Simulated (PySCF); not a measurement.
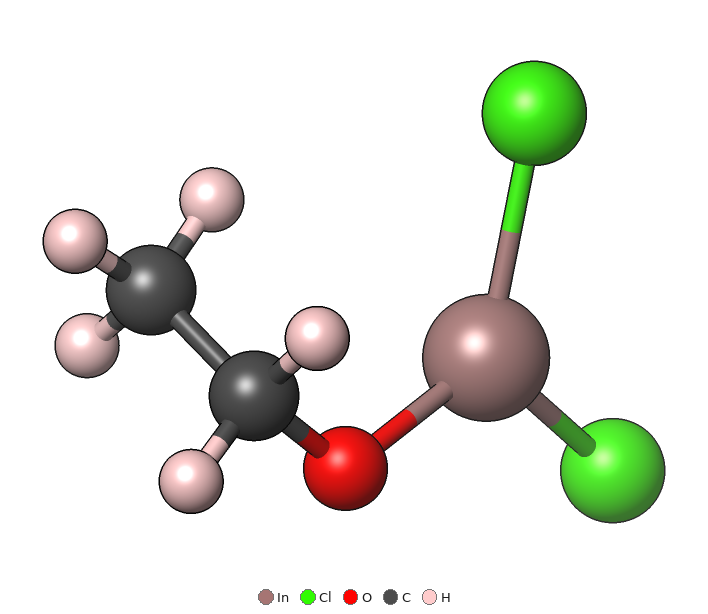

Computed geometry: PBE0-D3(BJ)/def2-SVP optimisation. No frequency run is at hand to confirm it as a minimum.

Give the structural formula.

SMILES: CC[O][In]([Cl])[Cl]

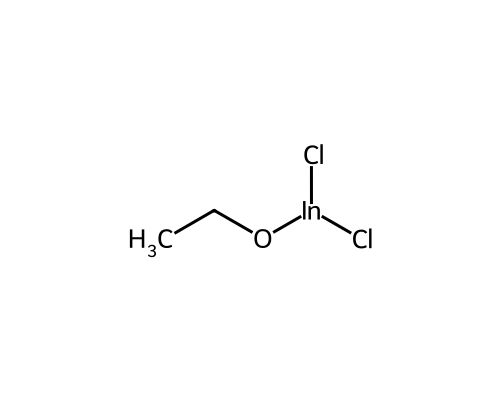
